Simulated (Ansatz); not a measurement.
# CsRuBr3, from a guessed structure to a relaxed one

Starting from a made-up structure for CsRuBr3, the aim is the relaxed cell, its shortest contacts and, where a second run follows, its electronic structure.

Calculated with Ansatz 0.2.0; DFT, PBEsol, plane-wave PAW, files of the set soft_1, scalar-relativistic, no spin, cell and ions relaxed at zero pressure; PAW set soft_1, in the first sound run; inputs show where later runs differ.

## Step 1: Starting point

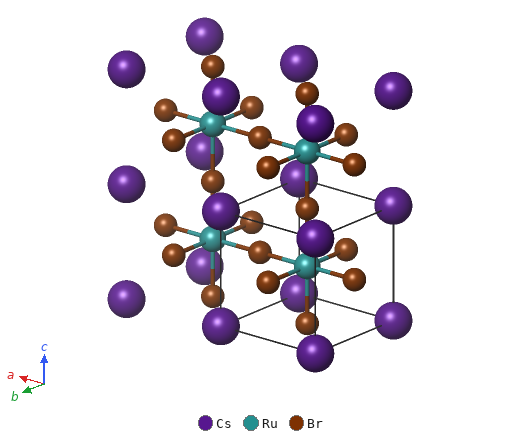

Start, viewed from a free direction; caesium purple, ruthenium teal, bromine brown. 2×1×2 cells are drawn. Some periodic images of atoms are drawn too.

As a file:

```cif
data_structure
_symmetry_space_group_name_H-M 'P 1'
_symmetry_Int_Tables_number 1
_cell_length_a 5.5260
_cell_length_b 5.5260
_cell_length_c 5.5260
_cell_angle_alpha 90.000
_cell_angle_beta 90.000
_cell_angle_gamma 90.000
_cell_volume 168.75
loop_
_atom_site_label
_atom_site_type_symbol
_atom_site_fract_x
_atom_site_fract_y
_atom_site_fract_z
_atom_site_occupancy
Cs1 Cs 0.00000 0.00000 0.00000 1
Ru2 Ru 0.50000 0.50000 0.50000 1
Br3 Br 0.50000 0.50000 0.00000 1
Br4 Br 0.50000 0.00000 0.50000 1
Br5 Br 0.00000 0.50000 0.50000 1
```

## Step 2: Relaxation of the guess

The guess takes its coordinates from another compound and its volume from a rule, so the cell and any free coordinates are relaxed together.

input.yaml

```yaml
crystal:
  lattice:
    - [5.526, 0.0, 0.0]
    - [0.0, 5.526, 0.0]
    - [0.0, 0.0, 5.526]
  atoms:
    - { symbol: Cs, position: [0.0, 0.0, 0.0] }
    - { symbol: Ru, position: [0.5, 0.5, 0.5] }
    - { symbol: Br, position: [0.5, 0.5, 0.0] }
    - { symbol: Br, position: [0.5, 0.0, 0.5] }
    - { symbol: Br, position: [0.0, 0.5, 0.5] }
kpoints:
  mp_grid: { grid: [5, 5, 5] }
scf:
  occupations: { method: fermi_dirac, width: 0.05 }
hamiltonian:
  xc: pbesol
  pseudopotentials: { kind: paw, azcp: { folder: soft_1 }, xc_functional: pbe }
relax:
  f_tol: 0.015
  max_steps: 70
  cell: {}
output:
  forces: true
  stress: true
```

Started as:

```sh
ansatz run input.yaml --threads 4 --pin off --max-ram 8192MiB --backend cpu --events-out ev --progress --plain --runs-dir out
```

Numbers of over 12 decimals in the logs are rounded to 6 here.

The program printed:

```text
Engine: ansatz 0.2.0, x86_64-unknown-linux-gnu
Pseudopotentials: kind: paw
Pseudopotential: Cs, paw, valence charge 9, recommended cutoff 420 eV (normal), soft_1/Cs.paw.azcp
Pseudopotential: Ru, paw, valence charge 16, recommended cutoff 420 eV (normal), soft_1/Ru.paw.azcp
Pseudopotential: Br, paw, valence charge 7, recommended cutoff 420 eV (normal), soft_1/Br.paw.azcp
Functional definition: PBEsol
  exchange = pbesol_x
  correlation = pbesol_c
Crystal: 5 atoms, lattice volume = 168.746 Å³
Basis set: ecut = 420 eV, 3287 PW (Γ), exchange–correlation on 80×80×80 points (8 copies of the dense FFT grid, shifted against one another)
Bands: 28, of which v1, the nominal top of the filled ones, is band 23 counted from 1 (22 counted from 0)
Symmetry: 48 space group operations
Space group: Pm-3m (ITA 221), of the structure as read, at distance tolerance 5.5e-5 Å
k-points: 10 of 125
Non-local potential: Cs, projectors of the file, l = 0: 3, l = 1: 2, l = 2: 2, l = 3: 2
Non-local potential: Ru, projectors of the file, l = 0: 3, l = 1: 2, l = 2: 2, l = 3: 1
Non-local potential: Br, projectors of the file, l = 0: 2, l = 1: 2, l = 2: 2
PAW form: soft (Blöchl's): semilocal exchange-correlation on the pseudo side does not see the compensation charge
PAW frozen core: Cs, regenerated for the run's functional, and the local potential with it (the file was generated under x = pbe(κ = 0.804, μ = 0.219515), c = pbe(β = 0.066725))
PAW frozen core: Ru, regenerated for the run's functional, and the local potential with it (the file was generated under x = pbe(κ = 0.804, μ = 0.219515), c = pbe(β = 0.066725))
PAW frozen core: Br, regenerated for the run's functional, and the local potential with it (the file was generated under x = pbe(κ = 0.804, μ = 0.219515), c = pbe(β = 0.066725))
PAW one-centre angular grid: Cs, 194 points (default); XC on 64 Gauss nodes
PAW one-centre angular grid: Ru, 590 points (default); XC on 64 Gauss nodes
PAW one-centre angular grid: Br, 110 points (default); XC on 64 Gauss nodes
Initial density: superposition of atomic densities (chi_scale 0.1, normalization cell, long waves kept (reshape's long-wave potential 0.00 eV rms))
Initial wavefunctions: pseudopotential atomic-orbital guess
Functional: x = pbesol(κ = 0.804, μ = 0.123457), c = pbesol(β = 0.046)
SCF iter   1: F=—  HF=-19615.467896 eV  |F-HF|=—  |Δ(HF+E_count)|=         —  Δρ=3.59e-2  dr2=2.81e0  ethr=3.10e-3  ⟨swp⟩=6.7  Hψ=1228  notcnv=0
preconditioner: auto → Kerker (q_TF=auto, 2.197 Å⁻¹)  [metal: Δε(μ)=0.075 eV  Ē_g=8.409 eV  σ=0.050 eV  W_gap=0.32  n_scr=26 (ndim 8)  ℏωp=17.2 eV  f_vac=0.003  D(μ)=10.76/eV (n_scr^D=92)]
SCF iter   2: F=—  HF=-19614.843499 eV  |F-HF|=—  |Δ(HF+E_count)|=   6.24e-1  Δρ=1.97e-2  dr2=1.37e0  ethr=3.10e-3  ⟨swp⟩=2.8  Hψ=399  notcnv=0  defer=1
SCF iter   3: F=—  HF=-19614.272392 eV  |F-HF|=—  |Δ(HF+E_count)|=   5.71e-1  Δρ=5.65e-3  dr2=2.08e-1  ethr=2.97e-3  ⟨swp⟩=3.5  Hψ=733  notcnv=0  defer=1
SCF iter   4: F=—  HF=-19614.182051 eV  |F-HF|=—  |Δ(HF+E_count)|=   9.03e-2  Δρ=1.89e-3  dr2=1.48e-2  ethr=4.53e-4  ⟨swp⟩=3.4  Hψ=560  notcnv=0  defer=1
SCF iter   5: F=—  HF=-19614.181741 eV  |F-HF|=—  |Δ(HF+E_count)|=   3.10e-4  Δρ=7.02e-4  dr2=1.42e-3  ethr=3.22e-5  ⟨swp⟩=2.1  Hψ=495  notcnv=0  defer=1
SCF iter   6: F=—  HF=-19614.182888 eV  |F-HF|=—  |Δ(HF+E_count)|=   1.15e-3  Δρ=2.10e-4  dr2=1.24e-4  ethr=3.09e-6  ⟨swp⟩=2.1  Hψ=482  notcnv=0  defer=1
SCF iter   7: F=—  HF=-19614.183042 eV  |F-HF|=—  |Δ(HF+E_count)|=   1.54e-4  Δρ=8.58e-5  dr2=2.60e-5  ethr=2.70e-7  ⟨swp⟩=2.0  Hψ=474  notcnv=0  defer=1
SCF iter   8: F=—  HF=-19614.183052 eV  |F-HF|=—  |Δ(HF+E_count)|=   9.99e-6  Δρ=3.04e-5  dr2=3.35e-6  ethr=5.65e-8  ⟨swp⟩=2.2  Hψ=455  notcnv=0  defer=1
SCF iter   9: F=-19614.183059 eV  HF=-19614.183059 eV  |F-HF|=1.98e-7  |Δ(HF+E_count)|=   6.62e-6  Δρ=6.55e-6  dr2=7.77e-8  ethr=2.17e-10  ⟨swp⟩=3.1  Hψ=1217  notcnv=0
SCF 1 converged in 9 iterations: F = -19614.183059 eV  dr2 = 7.77e-8
  greatest PAW one-centre occupation: 1.000 electrons in one spin orbital (limit 2), on the Ru atom at site 1 (counted from 0), in its partial waves of l = 0
relax step   1: F+E_penalty+E_count = -19614.18305925 eV  Δ(F+E_penalty+E_count) = +0.000e0 eV  max|allowed force component| = 5.718e-29 eV/Å  Δτ_max = 0.0000 Å  P = -6.084 GPa  Ω = 168.746 Å³  (9 SCF iters, dr2 threshold 1.00e-7 eV, accepted)
Crystal: 5 atoms, lattice volume = 145.250 Å³
Basis set: ecut = 420 eV, 2897 PW (Γ), exchange–correlation on 80×80×80 points (8 copies of the dense FFT grid, shifted against one another)
Initial density: handed on by an earlier stage of this run
Initial wavefunctions: those handed on with the density
iter 1 solved again at ethr=6.90e-5 eV; its pass at ethr=3.10e-3 eV (dr2=3.18e-2 eV) is discarded
SCF iter   1: F=—  HF=-19614.900022 eV  |F-HF|=—  |Δ(HF+E_count)|=         —  Δρ=3.56e-3  dr2=3.17e-2  ethr=6.90e-5  ⟨swp⟩=1.9  Hψ=1697  notcnv=0
preconditioner: auto → LDOS  [metal: Δε(μ)=0.089 eV  Ē_g=9.122 eV  σ=0.050 eV  W_gap=0.39  n_scr=26 (ndim 8)  ℏωp=18.5 eV  f_vac=0.014  D(μ)=8.42/eV (n_scr^D=80)  β→1.0]
SCF iter   2: F=—  HF=-19614.887342 eV  |F-HF|=—  |Δ(HF+E_count)|=   1.27e-2  Δρ=9.89e-4  dr2=1.20e-3  ethr=6.90e-5  ⟨swp⟩=3.0  Hψ=568  notcnv=0
SCF iter   3: F=—  HF=-19614.887226 eV  |F-HF|=—  |Δ(HF+E_count)|=   1.16e-4  Δρ=2.80e-4  dr2=2.09e-4  ethr=2.61e-6  ⟨swp⟩=2.0  Hψ=520  notcnv=0
SCF iter   4: F=—  HF=-19614.887193 eV  |F-HF|=—  |Δ(HF+E_count)|=   3.32e-5  Δρ=1.66e-4  dr2=7.95e-5  ethr=4.55e-7  ⟨swp⟩=2.0  Hψ=436  notcnv=0
SCF iter   5: F=—  HF=-19614.887182 eV  |F-HF|=—  |Δ(HF+E_count)|=   1.04e-5  Δρ=8.36e-5  dr2=2.36e-5  ethr=1.73e-7  ⟨swp⟩=1.2  Hψ=283  notcnv=0
SCF iter   6: F=—  HF=-19614.887178 eV  |F-HF|=—  |Δ(HF+E_count)|=   4.30e-6  Δρ=4.32e-5  dr2=4.11e-6  ethr=5.12e-8  ⟨swp⟩=2.3  Hψ=447  notcnv=0
SCF iter   7: F=-19614.887177 eV  HF=-19614.887177 eV  |F-HF|=2.24e-9  |Δ(HF+E_count)|=   7.59e-7  Δρ=3.49e-6  dr2=2.63e-8  ethr=1.09e-9  ⟨swp⟩=2.9  Hψ=1104  notcnv=0
SCF 2 converged in 7 iterations: F = -19614.887177 eV  dr2 = 2.63e-8
relax step   2: F+E_penalty+E_count = -19614.88717726 eV  Δ(F+E_penalty+E_count) = -7.041e-1 eV  max|allowed force component| = 9.461e-29 eV/Å  Δτ_max = 0.0000 Å  P = -2.886 GPa  Ω = 145.250 Å³  energy of the carried Pulay correction = +1.979e-3 eV  (7 SCF iters, dr2 threshold 5.00e-7 eV, accepted)
Crystal: 5 atoms, lattice volume = 129.095 Å³
Basis set: ecut = 420 eV, 2517 PW (Γ), exchange–correlation on 80×80×80 points (8 copies of the dense FFT grid, shifted against one another)
iter 1 solved again at ethr=2.94e-5 eV; its pass at ethr=3.10e-3 eV (dr2=1.35e-2 eV) is discarded
SCF iter   1: F=—  HF=-19614.944479 eV  |F-HF|=—  |Δ(HF+E_count)|=         —  Δρ=2.65e-3  dr2=1.33e-2  ethr=2.94e-5  ⟨swp⟩=2.0  Hψ=1721  notcnv=0
preconditioner: auto → Kerker (q_TF=auto, 2.297 Å⁻¹)  [metal: Δε(μ)=0.072 eV  Ē_g=9.571 eV  σ=0.050 eV  W_gap=0.31  n_scr=26 (ndim 8)  ℏωp=19.6 eV  f_vac=0.006  D(μ)=7.12/eV (n_scr^D=80)]
SCF iter   2: F=—  HF=-19614.942421 eV  |F-HF|=—  |Δ(HF+E_count)|=   2.06e-3  Δρ=1.68e-3  dr2=7.20e-3  ethr=2.89e-5  ⟨swp⟩=1.0  Hψ=280  notcnv=0
SCF iter   3: F=—  HF=-19614.939805 eV  |F-HF|=—  |Δ(HF+E_count)|=   2.62e-3  Δρ=5.50e-4  dr2=8.22e-4  ethr=1.56e-5  ⟨swp⟩=2.0  Hψ=396  notcnv=0
SCF iter   4: F=—  HF=-19614.939596 eV  |F-HF|=—  |Δ(HF+E_count)|=   2.09e-4  Δρ=4.16e-4  dr2=4.33e-4  ethr=1.79e-6  ⟨swp⟩=2.0  Hψ=509  notcnv=0
SCF iter   5: F=—  HF=-19614.939526 eV  |F-HF|=—  |Δ(HF+E_count)|=   6.95e-5  Δρ=7.74e-5  dr2=9.28e-6  ethr=9.41e-7  ⟨swp⟩=2.4  Hψ=430  notcnv=0
SCF iter   6: F=—  HF=-19614.939527 eV  |F-HF|=—  |Δ(HF+E_count)|=   9.10e-7  Δρ=2.11e-5  dr2=1.05e-6  ethr=2.02e-8  ⟨swp⟩=2.7  Hψ=562  notcnv=0
SCF iter   7: F=-19614.939527 eV  HF=-19614.939527 eV  |F-HF|=3.92e-8  |Δ(HF+E_count)|=   5.77e-8  Δρ=6.40e-6  dr2=1.02e-7  ethr=1.09e-9  ⟨swp⟩=4.0  Hψ=965  notcnv=0
SCF 3 converged in 7 iterations: F = -19614.939527 eV  dr2 = 1.02e-7
relax step   3: F+E_penalty+E_count = -19614.93952735 eV  Δ(F+E_penalty+E_count) = -5.235e-2 eV  max|allowed force component| = 6.732e-29 eV/Å  Δτ_max = 0.0000 Å  P = +2.534 GPa  Ω = 129.095 Å³  energy of the carried Pulay correction = +3.521e-3 eV  (7 SCF iters, dr2 threshold 5.00e-7 eV, accepted)
Crystal: 5 atoms, lattice volume = 136.176 Å³
Basis set: ecut = 420 eV, 2601 PW (Γ), exchange–correlation on 80×80×80 points (8 copies of the dense FFT grid, shifted against one another)
iter 1 solved again at ethr=6.18e-6 eV; its pass at ethr=3.10e-3 eV (dr2=2.84e-3 eV) is discarded
SCF iter   1: F=—  HF=-19614.985036 eV  |F-HF|=—  |Δ(HF+E_count)|=         —  Δρ=1.18e-3  dr2=2.70e-3  ethr=6.18e-6  ⟨swp⟩=2.2  Hψ=1667  notcnv=0
preconditioner: auto → LDOS  [metal: Δε(μ)=0.087 eV  Ē_g=9.394 eV  σ=0.050 eV  W_gap=0.38  n_scr=26 (ndim 8)  ℏωp=19.1 eV  f_vac=0.011  D(μ)=7.45/eV (n_scr^D=80)  β→1.0]
SCF iter   2: F=—  HF=-19614.984120 eV  |F-HF|=—  |Δ(HF+E_count)|=   9.16e-4  Δρ=2.47e-4  dr2=8.40e-5  ethr=5.86e-6  ⟨swp⟩=2.0  Hψ=462  notcnv=0
SCF iter   3: F=—  HF=-19614.984135 eV  |F-HF|=—  |Δ(HF+E_count)|=   1.45e-5  Δρ=9.71e-5  dr2=2.24e-5  ethr=1.83e-7  ⟨swp⟩=2.1  Hψ=435  notcnv=0
SCF iter   4: F=—  HF=-19614.984132 eV  |F-HF|=—  |Δ(HF+E_count)|=   3.22e-6  Δρ=5.49e-5  dr2=8.41e-6  ethr=4.88e-8  ⟨swp⟩=2.1  Hψ=324  notcnv=0
SCF iter   5: F=—  HF=-19614.984131 eV  |F-HF|=—  |Δ(HF+E_count)|=   1.16e-6  Δρ=3.01e-5  dr2=2.64e-6  ethr=1.83e-8  ⟨swp⟩=1.2  Hψ=284  notcnv=0
SCF iter   6: F=-19614.984130 eV  HF=-19614.984130 eV  |F-HF|=9.46e-9  |Δ(HF+E_count)|=   4.93e-7  Δρ=4.13e-6  dr2=1.89e-8  ethr=1.09e-9  ⟨swp⟩=3.0  Hψ=1081  notcnv=0
SCF 4 converged in 6 iterations: F = -19614.984130 eV  dr2 = 1.89e-8
relax step   4: F+E_penalty+E_count = -19614.98413008 eV  Δ(F+E_penalty+E_count) = -4.460e-2 eV  max|allowed force component| = 1.859e-28 eV/Å  Δτ_max = 0.0000 Å  P = -0.332 GPa  Ω = 136.176 Å³  energy of the carried Pulay correction = +2.825e-3 eV  (6 SCF iters, dr2 threshold 5.00e-7 eV, accepted)
Crystal: 5 atoms, lattice volume = 135.254 Å³
iter 1 solved again at ethr=1.76e-7 eV; its pass at ethr=3.10e-3 eV (dr2=8.09e-5 eV) is discarded
SCF iter   1: F=—  HF=-19614.985211 eV  |F-HF|=—  |Δ(HF+E_count)|=         —  Δρ=1.52e-4  dr2=4.57e-5  ethr=1.76e-7  ⟨swp⟩=3.0  Hψ=1445  notcnv=0
preconditioner: auto → Kerker (q_TF=auto, 2.279 Å⁻¹)  [metal: Δε(μ)=0.084 eV  Ē_g=9.412 eV  σ=0.050 eV  W_gap=0.37  n_scr=26 (ndim 8)  ℏωp=19.2 eV  f_vac=0.008  D(μ)=7.42/eV (n_scr^D=80)]
SCF iter   2: F=—  HF=-19614.985215 eV  |F-HF|=—  |Δ(HF+E_count)|=   3.78e-6  Δρ=9.62e-5  dr2=2.55e-5  ethr=9.94e-8  ⟨swp⟩=1.0  Hψ=280  notcnv=0
SCF iter   3: F=—  HF=-19614.985206 eV  |F-HF|=—  |Δ(HF+E_count)|=   8.97e-6  Δρ=3.19e-5  dr2=2.97e-6  ethr=5.54e-8  ⟨swp⟩=2.0  Hψ=393  notcnv=0
SCF iter   4: F=—  HF=-19614.985205 eV  |F-HF|=—  |Δ(HF+E_count)|=   7.40e-7  Δρ=2.46e-5  dr2=1.62e-6  ethr=6.45e-9  ⟨swp⟩=2.0  Hψ=501  notcnv=0
SCF iter   5: F=-19614.985205 eV  HF=-19614.985205 eV  |F-HF|=3.42e-9  |Δ(HF+E_count)|=   3.02e-7  Δρ=4.71e-6  dr2=3.65e-8  ethr=5.99e-10  ⟨swp⟩=3.0  Hψ=1128  notcnv=0
SCF 5 converged in 5 iterations: F = -19614.985205 eV  dr2 = 3.65e-8
relax step   5: F+E_penalty+E_count = -19614.98520492 eV  Δ(F+E_penalty+E_count) = -1.075e-3 eV  max|allowed force component| = 1.152e-28 eV/Å  Δτ_max = 0.0000 Å  P = -0.008 GPa  Ω = 135.254 Å³  energy of the carried Pulay correction = +2.914e-3 eV  (5 SCF iters, dr2 threshold 2.75e-7 eV, accepted)
Basis set: ecut = 420 eV, 2601 PW (Γ), exchange–correlation on 72×72×72 points (8 copies of the dense FFT grid, shifted against one another)
Initial wavefunctions: pseudopotential atomic-orbital guess (no wavefunctions were taken with the density)
iter 1 solved again at ethr=4.76e-7 eV; its pass at ethr=3.10e-3 eV (dr2=2.19e-4 eV) is discarded
SCF iter   1: F=—  HF=-19614.982384 eV  |F-HF|=—  |Δ(HF+E_count)|=         —  Δρ=1.75e-4  dr2=5.02e-6  ethr=4.76e-7  ⟨swp⟩=3.0  Hψ=2005  notcnv=0
preconditioner: auto → Kerker (q_TF=auto, 2.279 Å⁻¹)  [metal: Δε(μ)=0.084 eV  Ē_g=9.413 eV  σ=0.050 eV  W_gap=0.37  n_scr=26 (ndim 8)  ℏωp=19.2 eV  f_vac=0.010  D(μ)=7.42/eV (n_scr^D=80)]
SCF iter   2: F=—  HF=-19614.982379 eV  |F-HF|=—  |Δ(HF+E_count)|=   5.00e-6  Δρ=8.95e-5  dr2=1.28e-6  ethr=1.09e-8  ⟨swp⟩=2.0  Hψ=487  notcnv=0
SCF iter   3: F=—  HF=-19614.982382 eV  |F-HF|=—  |Δ(HF+E_count)|=   3.57e-6  Δρ=1.49e-5  dr2=1.72e-7  ethr=2.78e-9  ⟨swp⟩=2.5  Hψ=463  notcnv=0
SCF iter   4: F=—  HF=-19614.982382 eV  |F-HF|=—  |Δ(HF+E_count)|=   3.59e-8  Δρ=2.17e-6  dr2=7.40e-9  ethr=3.73e-10  ⟨swp⟩=2.0  Hψ=487  notcnv=0
SCF iter   5: F=—  HF=-19614.982382 eV  |F-HF|=—  |Δ(HF+E_count)|=  2.55e-11  Δρ=5.98e-7  dr2=2.02e-9  ethr=1.61e-11  ⟨swp⟩=2.0  Hψ=437  notcnv=0
SCF iter   6: F=—  HF=-19614.982382 eV  |F-HF|=—  |Δ(HF+E_count)|=  3.35e-10  Δρ=2.04e-7  dr2=1.74e-10  ethr=4.38e-12  ⟨swp⟩=2.7  Hψ=455  notcnv=0
SCF iter   7: F=-19614.982382 eV  HF=-19614.982382 eV  |F-HF|=0.00e0  |Δ(HF+E_count)|=  4.00e-11  Δρ=5.60e-8  dr2=7.12e-12  ethr=1.00e-12  ⟨swp⟩=5.0  Hψ=1004  notcnv=0
SCF 6 converged in 7 iterations: F = -19614.982382 eV  dr2 = 7.12e-12
relax step   6: F+E_penalty+E_count = -19614.98238240 eV  Δ(F+E_penalty+E_count) = +2.823e-3 eV  max|allowed force component| = 6.931e-29 eV/Å  Δτ_max = 0.0000 Å  P = -0.008 GPa  Ω = 135.254 Å³  stress off target by 8.47e-3 GPa  SCF on the basis re-selected at this cell (its energy is not comparable with the rows above)  (7 SCF iters)
basis re-selected at this cell: Δ(F+E_penalty+E_count) = +2.823e-3 eV, ΔP = -0.000 GPa vs the last step (what re-selecting the basis moved, of the pressure what is left beyond the Pulay correction that the steps carried, after the strain that the cell walked since its last selection, with what the two solves' SCF thresholds leave and, on support functions, any second-order correction that the steps lacked; it is no measure of the basis error at this ecutwfc). The dense FFT grid was sized anew with the basis: this SCF ran on 36×36×36 points, the steps before it on 40×40×40, so part of this shift can come from that change (see relax.cell in the input reference). [rest of the remark cut]
SCF converged after 7 iterations
Free energy (F): -19614.982382 eV
Harris-Foulkes:  -19614.982382 eV  (|F-HF|=0.00e0)
Internal energy: -19614.918186 eV  (E = F + TS)
E sigma→0 (E₀):  -19614.950284 eV
Entropy (-TS):   -0.064197 eV (-12.839 meV/atom)
Fermi energy:    7.286701 eV
--- Per-component energies (eV) ---
  E_band       = -308.047058
  E_kinetic    = 1002.294170
  E_local      = -3424.986140  (includes V_loc(G=0)·N_el)
  E_nonlocal   = 601.454226
  E_hartree    = 1253.705271
  E_xc         = -931.074833
  E_vxc        = -678.288033  (∫ρ·V_xc dr)
  E_paw        = -15227.413521  (= ΣΔE_a)
  E_vpaw       = -315.932445  (= ΣTr[D̂ρ^β])
  E_aug_tail   = 0.000627  (compensation charges beyond the density's cutoff)
  E_ewald      = -2889.572260
  E_core_change = 0.674273  (= ΣΔE_core)
  E_smearing   = -0.064197  (= −TS)
  E_closure    = -0.000000  (closes the sum)
  Σ components = -19614.982382   (vs F -19614.982382, Δ=0.00e0)
--- Forces (eV/Å), atoms counted from 1 ---
  atom   1  Cs     0.00000000    -0.00000000     0.00000000
  atom   2  Ru     0.00000000    -0.00000000     0.00000000
  atom   3  Br    -0.00000000     0.00000000    -0.00000000
  atom   4  Br    -0.00000000    -0.00000000     0.00000000
  atom   5  Br    -0.00000000    -0.00000000     0.00000000
  max |Σ_I F_I| component: 7.42e-29 eV/Å
--- Stress (GPa, compression-positive) ---
       -0.008471      -0.000000       0.000000
       -0.000000      -0.008471       0.000000
        0.000000       0.000000      -0.008471
  P = ⅓ Tr σ = -0.0085 GPa (-0.085 kbar)
--- Relaxed structure (5 steps of the walk, 5 accepted, 1 SCFs on fresh bases) ---
  F+E_penalty+E_count = -19614.98238240 eV   max|allowed force component| = 6.931e-29 eV/Å   (the final SCF, on the basis selected at the relaxed cell)
  cell:  # Å, volume = 135.2536 Å³
    - [5.133138, 0, 0]
    - [0, 5.133138, 0]
    - [0, 0, 5.133138]
  atoms:
    - { symbol: Cs, position: [0, 0, 0] }
    - { symbol: Ru, position: [0.500000, 0.500000, 0.500000] }
    - { symbol: Br, position: [0.500000, 0.500000, 0] }
    - { symbol: Br, position: [0.500000, 0, 0.500000] }
    - { symbol: Br, position: [0, 0.500000, 0.500000] }
```

Elapsed: 4.7 s, on 4 threads of Intel Xeon Platinum 8559C (Emerald Rapids), shared host; peak memory 0.56 GiB; 13 s of CPU time.

This run has no spin polarisation, although Ru can carry a moment.

Relaxation path:

| step | energy less that of the first step (eV) | largest force component (eV/Å) | pressure (GPa) | volume (Å³) |
| --- | --- | --- | --- | --- |
| 1 | 0.0000 | 0.0000 | -6.08 | 168.75 |
| 2 | -0.7041 | 0.0000 | -2.89 | 145.25 |
| 3 | -0.7565 | 0.0000 | 2.53 | 129.09 |
| 4 | -0.8011 | 0.0000 | -0.33 | 136.18 |
| 5 | -0.8021 | 0.0000 | -0.01 | 135.25 |
| 6* | -0.7993 | 0.0000 | -0.01 | 135.25 |

Relaxation steps marked * repeat the geometry before them on a plane-wave basis chosen anew for their cell, so energy and pressure can jump there.

Forces are held to the 48 operations that the run works with; a distortion that breaks them can't arise in this run.

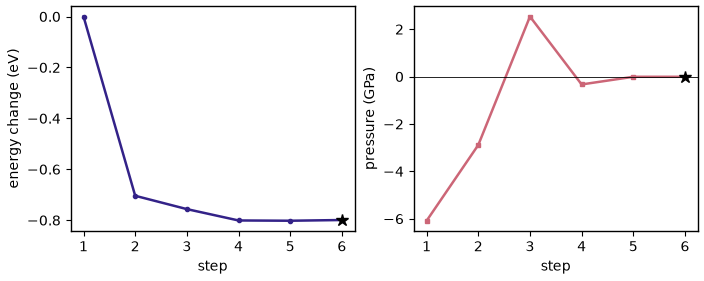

Energy and pressure along the relaxation. Stars mark steps on a basis chosen anew.

```
conventional cell, symmetrised  before  after   change
                         a (Å)   5.526  5.133   -7.1 %
                         b (Å)   5.526  5.133   -7.1 %
                         c (Å)   5.526  5.133   -7.1 %
              volume (Å³/atom)   33.75  27.05  -19.8 %
```

The relaxed structure:

```xyz
5
Lattice="5.1331 0.0000 0.0000 0.0000 5.1331 0.0000 0.0000 0.0000 5.1331" Properties=species:S:1:pos:R:3 pbc="T T T"
Cs    0.0000    0.0000    0.0000
Ru    2.5666    2.5666    2.5666
Br    2.5666    2.5666    0.0000
Br    2.5666    0.0000    2.5666
Br    0.0000    2.5666    2.5666
```

This step gave:

* free energy: -19614.9824 eV
* energy at zero smearing: -19614.9503 eV
* smearing term TS: 0.06420 eV
* Fermi energy: 7.287 eV
* electrons: 46
* symmetry operations: 48
* pressure: -0.008471 GPa

Shortest distances by pair of elements, guess and relaxed (not always the same contact):

```
 pair  guess (Å)  relaxed (Å)
Br–Ru      2.763        2.567
Br–Cs      3.907        3.630
Br–Br      3.907        3.630
Cs–Ru      4.786        4.445
Cs–Cs      5.526        5.133
```

The relaxation ends with a pressure of -0.01 GPa.

(Continued in part 2 of 2.)

[Logs are printed without paths, hosts, clocks, repeated set-up lines and the standing remarks that a program may print on its own settings, such as how far it seeks lower states.]

[Hosts, paths, dates, database ids (printed as entryN), source tags and the programs' standing remarks are cut or masked in the printed files.]
